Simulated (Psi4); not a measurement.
**CClF (SMILES F[C]Cl) at UOMP2/cc-pVTZ (density fitting for correlation)**

Aim: the energy change on altering one bond length of CClF at UOMP2/cc-pVTZ (density fitting for correlation), from 2 runs. 

The calculation is run with Psi4 1.11.

## 1. The structure to begin with

CClF: 3 atoms, total charge 0, spin state triplet. SMILES: `F[C]Cl`. The coordinates come from a GFN2-xTB relaxation.

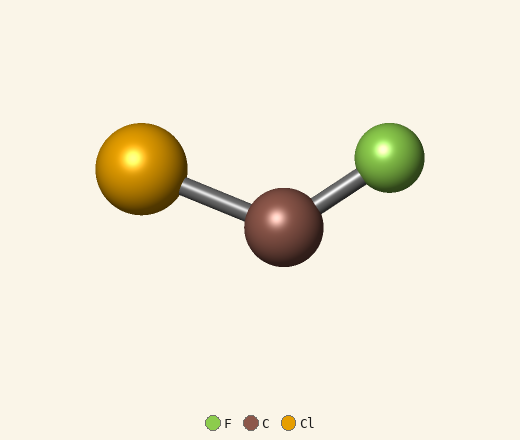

Viewed from a chosen angle; fluorine green, carbon brown, chlorine amber.

## 2. A single-point energy at UOMP2/cc-pVTZ (density fitting for correlation)

File input.inp:

```
memory 1600 MB

molecule {
  0 3
  F     -0.998630     0.639490    -0.473520
  C     -0.216580    -0.392190    -0.160770
  Cl     1.215200    -0.247300     0.634290
  symmetry c1
}

set {
  reference uhf
  puream true
  e_convergence 1e-09
  d_convergence 1e-08
  scf_type pk
  num_frozen_docc 7
  maxiter 200
}

result, w = energy('omp2/cc-pVTZ', return_wfn=True)
```

On the command line:

```sh
psi4 input.inp input.out -n 1
```

input.out:

```text
[...]
  Running in c1 symmetry.
[...]
  Nuclear repulsion =   85.075500531100545
[...]
  Multiplicity = 3
[...]
  Nalpha       = 17
  Nbeta        = 15
[...]
    Number of basis functions: 94
[...]
   @UHF iter   1:  -596.69951465979284   -3.95590e-01   2.99100e-03 DIIS/ADIIS
[...]
   @UHF iter  15:  -596.75546260409521   -1.93268e-12   4.90562e-09 DIIS
[...]
   @S^2 Observed:                2.015892706E+00
[...]
    Orbital Energies [Eh]
    ---------------------
    Alpha Occupied:
       1A   -104.884960     2A    -26.349927     3A    -11.405175
       4A    -10.610225     5A     -8.079037     6A     -8.076309
       7A     -8.074058     8A     -1.673339     9A     -1.210835
      10A     -0.919725    11A     -0.762080    12A     -0.749037
      13A     -0.723545    14A     -0.571769    15A     -0.547613
      16A     -0.472857    17A     -0.380756
    Alpha Virtual:
      18A      0.199993    19A      0.258680    20A      0.356850
      21A      0.399465    22A      0.402599    23A      0.445234
      24A      0.491442    25A      0.494614    26A      0.562523
[...]
  @UHF Final Energy:  -596.75546260409521
   => Energetics <=
    Nuclear Repulsion Energy =             85.0755005311005448
    One-Electron Energy =                -994.0676010327454151
    Two-Electron Energy =                 312.2366378975497128
    Total Energy =                       -596.7554626040952144
  UHF NO Occupations:
  HONO-2 :   15  A 1.9975761
  HONO-1 :   16  A 1.0000000
[...]
 Multipole Moments:
 ------------------------------------------------------------------------------------
     Multipole            Electronic (a.u.)      Nuclear  (a.u.)        Total (a.u.)
 ------------------------------------------------------------------------------------
 L = 1.  Multiply by 2.5417464519 to convert [e a0] to [Debye]
 Dipole X            :         -0.2715226            0.4557511            0.1842285
 Dipole Y            :          0.1744829           -0.4127190           -0.2382362
 Dipole Z            :          0.0000000           -0.0000000            0.0000000
 Magnitude           :                                                    0.3011588
[...]
	Warning: cc_lambda option is changed to TRUE
	For this residual convergence, default PCG convergence is:     1.00e-07
[...]
	DF-SCS-MP2 Total Energy (a.u.)     :  -597.27668415607695
	DF-SOS-MP2 Total Energy (a.u.)     :  -597.26752156786040
[...]
	DF-SCS-OMP2 Total Energy (a.u.)    :  -597.28568372274128
	DF-SOS-OMP2 Total Energy (a.u.)    :  -597.23481160874712
	DF-SCS(N)-OMP2 Total Energy (a.u.) :  -597.01229760474803
[...]
	DF-OMP2 Total Energy (a.u.)        :  -597.30557482320035
[...]
```

Run time: 27 s. Hardware: 1 thread of Intel Xeon 6975P-C (Granite Rapids), shared host; peak memory 0.54 GiB.

## 3. The distorted shape at the same level

File job.py:

```python
import psi4

psi4.set_memory('1600 MB')
psi4.set_num_threads(1)
psi4.core.set_output_file('psi4.out', False)

geom = psi4.geometry("""
0 3
F
C 1 1.5316
Cl 2 1.644113 1 123.8248
units angstrom
symmetry c1
no_reorient
no_com
""")

psi4.set_options({
    'basis': 'cc-pVTZ',
    'reference': 'uhf',
    'puream': True,
    'e_convergence': 1e-09,
    'd_convergence': 1e-08,
    'scf_type': 'pk',
    'num_frozen_docc': 7,
    'maxiter': 200,
})

E = psi4.energy('omp2', molecule=geom)
print(f'omp2 energy: {E:.10f} Eh')
for k, v in sorted(psi4.core.scalar_variables().items()):
    print(f'{k:45s} {v:18.10f}')
```

On the command line:

```sh
python job.py
```

psi4.out:

```text
[...]
  Running in c1 symmetry.
[...]
  Nuclear repulsion =   80.380227388602833
[...]
  Multiplicity = 3
[...]
  Nalpha       = 17
  Nbeta        = 15
[...]
    Number of basis functions: 94
[...]
   @UHF iter   1:  -596.64860852498191   -6.41184e-01   3.63764e-03 ADIIS/DIIS
[...]
   @UHF iter  17:  -596.72464412920363   -2.84217e-12   4.05979e-09 DIIS
[...]
   @S^2 Observed:                2.016882672E+00
[...]
    Orbital Energies [Eh]
    ---------------------
    Alpha Occupied:
       1A   -104.905221     2A    -26.315030     3A    -11.434073
       4A    -10.629813     5A     -8.098635     6A     -8.095961
       7A     -8.093434     8A     -1.584233     9A     -1.228080
      10A     -0.902196    11A     -0.701348    12A     -0.696121
      13A     -0.672076    14A     -0.591275    15A     -0.568972
      16A     -0.490588    17A     -0.410267
    Alpha Virtual:
      18A      0.153876    19A      0.212201    20A      0.355529
      21A      0.399286    22A      0.403810    23A      0.431162
      24A      0.480844    25A      0.483312    26A      0.520459
[...]
  @UHF Final Energy:  -596.72464412920363
   => Energetics <=
    Nuclear Repulsion Energy =             80.3802273886028331
    One-Electron Energy =                -984.8182211929755567
    Two-Electron Energy =                 307.7133496751690700
    Total Energy =                       -596.7246441292036252
  UHF NO Occupations:
  HONO-2 :   15  A 1.9970493
  HONO-1 :   16  A 1.0000000
[...]
 Multipole Moments:
 ------------------------------------------------------------------------------------
     Multipole            Electronic (a.u.)      Nuclear  (a.u.)        Total (a.u.)
 ------------------------------------------------------------------------------------
 L = 1.  Multiply by 2.5417464519 to convert [e a0] to [Debye]
 Dipole X            :          0.0247357            0.0954707            0.1202065
 Dipole Y            :         -0.0515294           -0.6889079           -0.7404373
 Dipole Z            :         -0.0000000            0.0000000           -0.0000000
 Magnitude           :                                                    0.7501314
[...]
	Warning: cc_lambda option is changed to TRUE
	For this residual convergence, default PCG convergence is:     1.00e-07
[...]
	DF-SCS-MP2 Total Energy (a.u.)     :  -597.25416338222294
	DF-SOS-MP2 Total Energy (a.u.)     :  -597.24538229409416
[...]
	DF-SCS-OMP2 Total Energy (a.u.)    :  -597.26486867956362
	DF-SOS-OMP2 Total Energy (a.u.)    :  -597.21307464013580
	DF-SCS(N)-OMP2 Total Energy (a.u.) :  -596.98304860104531
[...]
	DF-OMP2 Total Energy (a.u.)        :  -597.28454033044466
[...]
```

Run time: 27 s. Hardware: 1 thread of Intel Xeon 6975P-C (Granite Rapids), shared host; peak memory 0.54 GiB.

## 4. Results

Level: UOMP2/cc-pVTZ (density fitting for correlation), 7 core orbitals frozen.

| quantity | value |
| --- | --- |
| first shape: total energy | -597.30557 Eh |
| first shape: HOMO energy (Hartree–Fock orbitals) (highest over α and β) | -10.36 eV |
| first shape: LUMO energy (Hartree–Fock orbitals) (lowest over α and β) | 1.75 eV |
| first shape: correlation energy (7 core orbitals frozen) | -550.1 mEh |
| first shape: ⟨S²⟩ of the reference determinant | 2.016 |
| distorted shape: total energy | -597.28454 Eh |
| distorted shape: HOMO energy (Hartree–Fock orbitals) (highest over α and β) | -11.16 eV |
| distorted shape: LUMO energy (Hartree–Fock orbitals) (lowest over α and β) | 1.02 eV |
| distorted shape: correlation energy (7 core orbitals frozen) | -559.9 mEh |
| distorted shape: ⟨S²⟩ of the reference determinant | 2.017 |
| energy change with the F1–C2 bond stretched from 1.332 to 1.532 Å | 0.572 eV |

**Reading.** With the F1–C2 bond stretched from 1.332 to 1.532 Å the energy rises by 0.57 eV (13.2 kcal/mol). The first shape isn't relaxed at this level, so the change isn't measured from a minimum.
